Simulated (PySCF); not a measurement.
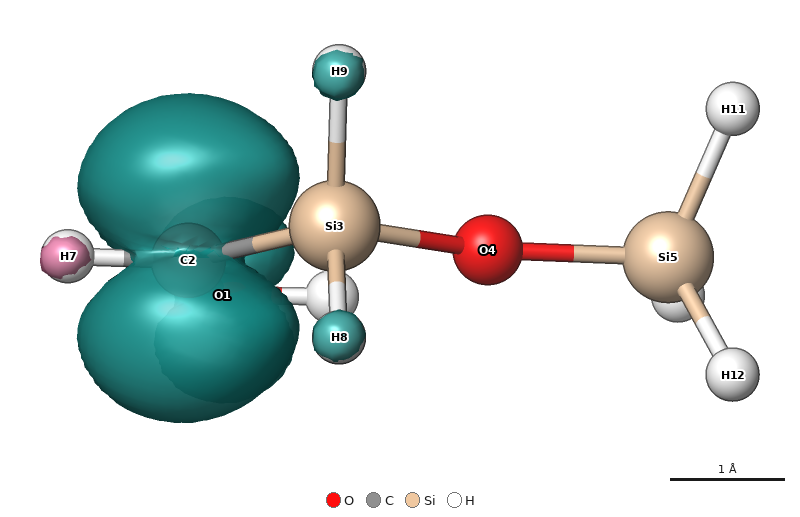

Figure 1: CH₇O₂Si₂ (SMILES O[CH][SiH2]O[SiH3]) (doublet). Isosurfaces of the spin density (α minus β) at +0.03 (teal) and −0.03 e/Å³ (pink), seen from one side.

Geometry: GFN2-xTB.

Method: PySCF 2.14.0, density-fitted response routines, UKS B3LYP, pcH-1 on C H O Si, non-relativistic, mean-field spin-orbit, GIAO.

```yaml
atoms:
  - { symbol: O, position_ang: [2.0363, 1.1687, -0.6807] }
  - { symbol: C, position_ang: [1.9667, 0.5621, 0.5282] }
  - { symbol: Si, position_ang: [0.4673, -0.3544, 1.0984] }
  - { symbol: O, position_ang: [-0.5046, -0.1502, -0.2048] }
  - { symbol: Si, position_ang: [-1.8615, -0.3199, -1.0670] }
  - { symbol: H, position_ang: [1.1949, 1.0237, -1.1368] }
  - { symbol: H, position_ang: [2.8797, 0.6878, 1.0880] }
  - { symbol: H, position_ang: [-0.2181, 0.2377, 2.2512] }
  - { symbol: H, position_ang: [0.6539, -1.7972, 1.2794] }
  - { symbol: H, position_ang: [-1.5619, 0.4014, -2.3039] }
  - { symbol: H, position_ang: [-2.0901, -1.7446, -1.2935] }
  - { symbol: H, position_ang: [-2.9614, 0.2844, -0.3197] }
```

Question: Which atoms carry the spin?

Answer: The unpaired spin (1 electron) lies mostly on C2 (about 0.6), O1 (about 0.2) and Si3 (about 0.1), in electrons by Hirshfeld's partition.
